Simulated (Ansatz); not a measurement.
Geometry relaxation of CH$_{8}$GaNO (part 2 of 2)

Continued. System: CH$_{8}$GaNO. Method: RKS revPBE/def2-SVP (Ansatz 0.2.0). The input holds or restrains some coordinates. It belongs to a series of runs on one base structure; here: pulled along the bonds that form and break, towards end A.

Geometry of the input (Å):
```
Ga -1.7200  -0.1803  0.3354
N  -0.0497  -1.3432  1.2974
H  -2.4917  -0.8947  -0.8004
H  -2.3269  0.8305  1.3372
H  0.4848  -0.4297  0.4730
O  0.2423  0.5198  -0.3515
C  1.1651  1.1121  -1.2227
H  0.2349  -2.2811  1.0459
H  0.2275  -1.1564  2.2529
H  1.9286  1.6466  -0.6470
H  1.6516  0.3530  -1.8440
H  0.6536  1.8235  -1.8762
```

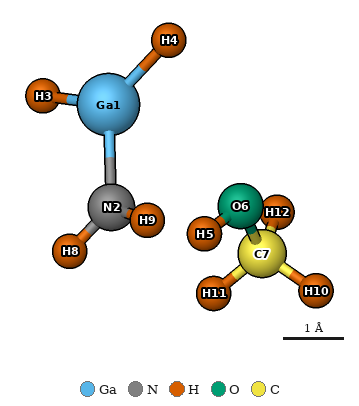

*The geometry at step 7 of the log (ball-and-stick view, seen at a tilt; atoms are numbered from 1 in the order of the input).*

### Trajectory as extended XYZ, continued
```
12
Properties=species:S:1:pos:R:3:forces:R:3 step=2 energy=-57066.03751
Ga   -1.8285   -0.3037    0.4461    2.4637  -0.8208   0.5965
N    -0.1863   -1.3959    1.3484   -0.5776   1.4628  -1.2786
H    -2.4966   -0.9032   -0.8063   -0.0796  -0.3810  -0.3390
H    -2.3311    0.8359    1.3470   -0.0858   0.3376   0.4220
H     0.5529   -0.2979    0.3532    0.0160   0.8036  -0.9156
O     0.3870    0.5483   -0.3648   -4.2140  -2.7087   3.7606
C     1.1954    1.1275   -1.2451    1.5788   0.1892  -0.5866
H     0.2291   -2.2874    1.0479   -0.4208  -0.0247  -0.0737
H     0.2227   -1.1593    2.2604   -0.3683   0.0347   0.0980
H     1.9424    1.6557   -0.6494    1.1164   0.8143  -0.3188
H     1.6615    0.3499   -1.8546    0.7807  -0.1373  -0.9509
H     0.6517    1.8303   -1.8828   -0.2095   0.4303  -0.4138
12
Properties=species:S:1:pos:R:3:forces:R:3 step=3 energy=-57065.72672
Ga   -1.9207   -0.4312    0.5581    2.4457  -0.7306   0.5947
N    -0.3376   -1.4592    1.4089    0.2561   0.4200  -0.4033
H    -2.4967   -0.9085   -0.8091   -0.0685  -0.3601  -0.0620
H    -2.3319    0.8392    1.3527   -0.1261   0.0816   0.3442
H     0.6514   -0.1712    0.2363    0.7266  -0.7297   0.1841
O     0.4834    0.5743   -0.3662   -6.1822  -1.4857   3.5717
C     1.2291    1.1371   -1.2611    2.7229   0.8246  -1.5798
H     0.2178   -2.2796    1.0456   -1.0728   0.6922   0.0575
H     0.2125   -1.1568    2.2544   -0.9996  -0.0140  -0.6225
H     1.9656    1.6719   -0.6603    1.4682   1.0526  -0.6903
H     1.6767    0.3502   -1.8726    0.9212  -0.0076  -1.1230
H     0.6506    1.8340   -1.8867   -0.0913   0.2569  -0.2713
12
Properties=species:S:1:pos:R:3:forces:R:3 step=4 energy=-57065.78284
Ga   -2.0046   -0.5639    0.6744    2.0756   0.0835  -0.0352
N    -0.4538   -1.5097    1.4567    1.1872   0.0024  -0.0516
H    -2.4972   -0.9224   -0.7973   -0.0725  -0.3863   0.3688
H    -2.3360    0.8283    1.3628   -0.1703  -0.3523   0.2732
H     0.7427   -0.1227    0.1885    0.8688  -1.1466   0.4248
O     0.5266    0.6223   -0.3604   -5.2216  -0.4687   2.4944
C     1.2820    1.1640   -1.2931    1.8078   0.3581  -0.8735
H     0.1775   -2.2588    1.0433   -1.4095   0.6760   0.0870
H     0.1744   -1.1530    2.2350   -1.3510  -0.0346  -0.6465
H     2.0209    1.7113   -0.6981    1.3613   0.9139  -0.8868
H     1.7078    0.3594   -1.9101    0.7730   0.1564  -0.8909
H     0.6597    1.8452   -1.9015    0.1511   0.1982  -0.2638
12
Properties=species:S:1:pos:R:3:forces:R:3 step=5 energy=-57066.34685
Ga   -2.0623   -0.6470    0.7492    1.6114   0.4381  -0.2997
N    -0.5100   -1.5182    1.4625    0.7734  -0.0537   0.0080
H    -2.5299   -1.0063   -0.7290   -0.1297  -0.3687   0.3431
H    -2.3831    0.7565    1.4243   -0.2125  -0.3670   0.2578
H     0.8056   -0.1115    0.1753    0.3164   0.1811  -0.4494
O     0.5465    0.6942   -0.3232   -2.0089  -0.4061   1.1908
C     1.3510    1.2032   -1.3234    0.4968  -0.2313   0.2919
H     0.0756   -2.2767    1.0413   -0.9332   0.4011   0.1053
H     0.0765   -1.1548    2.2496   -0.8948  -0.0818  -0.4100
H     2.1528    1.7877   -0.8193    0.4894   0.2306  -0.6509
H     1.7625    0.3985   -1.9714    0.3104   0.1623  -0.2716
H     0.7149    1.8745   -1.9359    0.1813   0.0954  -0.1154
12
Properties=species:S:1:pos:R:3:forces:R:3 step=6 energy=-57066.69693
Ga   -2.0478   -0.6307    0.7342    0.9934   0.1044  -0.0149
N    -0.4941   -1.4833    1.4216    0.4806  -0.2245   0.1273
H    -2.6055   -1.1568   -0.6584    0.0143  -0.0860   0.2630
H    -2.4867    0.6687    1.5374   -0.0519  -0.2794  -0.0020
H     0.8043   -0.0440    0.1275    0.1785   0.0066  -0.1369
O     0.5749    0.8123   -0.2892   -0.6577   0.0122   0.3005
C     1.4142    1.2355   -1.3379    0.1118   0.0383   0.1577
H    -0.0251   -2.3498    1.0733   -0.6335   0.6182   0.1541
H    -0.0122   -1.2010    2.3035   -0.5708  -0.1097  -0.5824
H     2.2941    1.8195   -0.9496   -0.0549  -0.1620  -0.2294
H     1.7808    0.4110   -1.9967    0.0334   0.0326   0.0501
H     0.8033    1.9186   -1.9658    0.1568   0.0493  -0.0872
12
Properties=species:S:1:pos:R:3:forces:R:3 step=7 energy=-57066.80712
Ga   -2.0074   -0.6135    0.7497    0.7164  -0.3133   0.0479
N    -0.4431   -1.4849    1.3851   -0.2400   0.4070  -0.1120
H    -2.5734   -1.2411   -0.5821   -0.0221  -0.0012   0.0183
H    -2.5749    0.5971    1.5828    0.0686  -0.0768   0.0344
H     0.6746    0.1079    0.1199    0.1506  -0.1047   0.0707
O     0.5284    0.9864   -0.2877   -0.3209  -0.0142   0.1168
C     1.4385    1.2447   -1.3403   -0.0686  -0.0191  -0.0800
H    -0.0656   -2.3764    1.0361   -0.2182   0.2086   0.0293
H    -0.0139   -1.2461    2.2889   -0.1260  -0.0795  -0.1535
H     2.3838    1.7270   -0.9801   -0.0395  -0.0869  -0.0467
H     1.7134    0.3400   -1.9401   -0.0364   0.0807   0.0967
H     0.9397    1.9588   -2.0322    0.1363  -0.0006  -0.0218
12
Properties=species:S:1:pos:R:3:forces:R:3 step=8 energy=-57066.83955
Ga   -1.9886   -0.6294    0.7269    0.7282  -0.2623   0.0470
N    -0.3872   -1.4578    1.3381   -0.4504   0.5509  -0.0356
H    -2.5583   -1.2402   -0.6117   -0.0065   0.0003   0.0222
H    -2.5689    0.5516    1.5900    0.0389  -0.0283   0.0281
H     0.7230    0.2593    0.2413    0.0160  -0.1396   0.0109
O     0.5047    1.0661   -0.2710   -0.2027   0.0192   0.0340
C     1.4159    1.2302   -1.3451   -0.0125  -0.0609   0.0038
H    -0.0931   -2.3858    1.0249   -0.0256  -0.0360  -0.0799
H    -0.0362   -1.2816    2.2869   -0.0761  -0.0491  -0.0710
H     2.3979    1.6534   -1.0129   -0.0337  -0.0272  -0.0340
H     1.6256    0.2836   -1.9047   -0.0428   0.0727   0.0350
H     0.9653    1.9508   -2.0626    0.0672  -0.0397   0.0394
12
Properties=species:S:1:pos:R:3:forces:R:3 step=9 energy=-57066.85451
Ga   -1.9407   -0.6247    0.6663    0.6958  -0.2282   0.2234
N    -0.3498   -1.4281    1.3418   -0.4807   0.3943  -0.2087
H    -2.4802   -1.2262   -0.6875    0.0422   0.0176  -0.0142
H    -2.5587    0.5158    1.5543   -0.0063   0.0112   0.0107
H     0.7317    0.3466    0.3179    0.0067  -0.2763   0.1867
O     0.5419    1.1663   -0.1789   -0.1323   0.0507  -0.2188
C     1.3739    1.2039   -1.3327    0.0653  -0.0638   0.0423
H    -0.0381   -2.3405    0.9952   -0.0028   0.0152  -0.0040
H    -0.0889   -1.3193    2.3290   -0.0417  -0.0062  -0.0988
H     2.4215    1.5244   -1.0907   -0.1040  -0.0563  -0.0369
H     1.4353    0.2268   -1.8816   -0.0569   0.1520   0.1100
H     0.9522    1.9550   -2.0332    0.0147  -0.0101   0.0085
12
Properties=species:S:1:pos:R:3:forces:R:3 step=10 energy=-57066.86416
Ga   -1.9292   -0.6311    0.6643    0.7363  -0.1842   0.1789
N    -0.3296   -1.4064    1.3539   -0.5409   0.3911  -0.2917
H    -2.3814   -1.1646   -0.7478    0.0049  -0.0091   0.0052
H    -2.6116    0.4471    1.5831   -0.0099   0.0132   0.0069
H     0.7272    0.3924    0.3481    0.0080  -0.2910   0.1418
O     0.5305    1.1877   -0.1849   -0.1632   0.1461  -0.0587
C     1.3570    1.1851   -1.3392   -0.0654  -0.0317   0.0186
H     0.0017   -2.3094    1.0011    0.0199   0.0163  -0.0092
H    -0.1067   -1.3142    2.3495   -0.0067  -0.0247   0.0128
H     2.4282    1.4036   -1.1068   -0.0026  -0.0151   0.0187
H     1.3175    0.2233   -1.9042    0.0135   0.0005  -0.0338
H     0.9964    1.9868   -2.0171    0.0059  -0.0113   0.0103
12
Properties=species:S:1:pos:R:3:forces:R:3 step=11 energy=-57066.85949 accepted=F
Ga   -1.8933   -0.6222    0.6404    0.6754  -0.1803   0.1921
N    -0.3035   -1.3724    1.3842   -0.4589   0.2431  -0.1379
H    -2.2557   -1.1216   -0.8162    0.0241   0.0451   0.0680
H    -2.6606    0.3929    1.5750    0.0245  -0.0478  -0.0505
H     0.7232    0.4504    0.3940    0.0061  -0.2659   0.1604
O     0.5500    1.2446   -0.1506   -0.0822   0.0743  -0.0948
C     1.3212    1.1573   -1.3422    0.0840  -0.0810  -0.1022
H     0.1059   -2.2232    0.9714   -0.1015   0.1816   0.1603
H    -0.1790   -1.3683    2.4093    0.0307  -0.0310  -0.3524
H     2.4340    1.2262   -1.1558   -0.3836  -0.0315  -0.0420
H     1.1236    0.2122   -1.9252    0.0911   0.2965   0.1183
H     1.0344    2.0244   -1.9843    0.0905  -0.2031   0.0805
12
Properties=species:S:1:pos:R:3:forces:R:3 step=12 energy=-57066.86887
Ga   -1.9094   -0.6225    0.6473    0.7112  -0.1766   0.2094
N    -0.3180   -1.3885    1.3672   -0.4990   0.3308  -0.2472
H    -2.3163   -1.1414   -0.7855    0.0145   0.0118   0.0126
H    -2.6372    0.4259    1.5703    0.0063  -0.0132  -0.0145
H     0.7399    0.4160    0.3768   -0.0084  -0.2957   0.1799
O     0.5513    1.2151   -0.1532   -0.1564   0.0993  -0.1145
C     1.3343    1.1688   -1.3378   -0.0005  -0.0210   0.0334
H     0.0517   -2.2658    0.9833   -0.0256   0.0697   0.0484
H    -0.1410   -1.3405    2.3778    0.0011  -0.0205  -0.1109
H     2.4247    1.3226   -1.1400   -0.0401  -0.0143  -0.0003
H     1.2222    0.2150   -1.9097   -0.0091   0.0298   0.0136
H     0.9979    1.9955   -1.9966    0.0059  -0.0002  -0.0098
```

### Results in brief

```tsv
quantity	value
outcome	converged under the restraints of the input
total energy	−57066.8689 eV
mean-field energy	−57066.8689 eV
largest force (length of the vector) at the end, held atoms and coordinates included	0.762 eV/Å
hardware	2 threads of Arm Neoverse V1, 24 GiB of memory available, shared host
wall time	29 s (CPU time 56 s)
peak memory	0.15 GiB
```
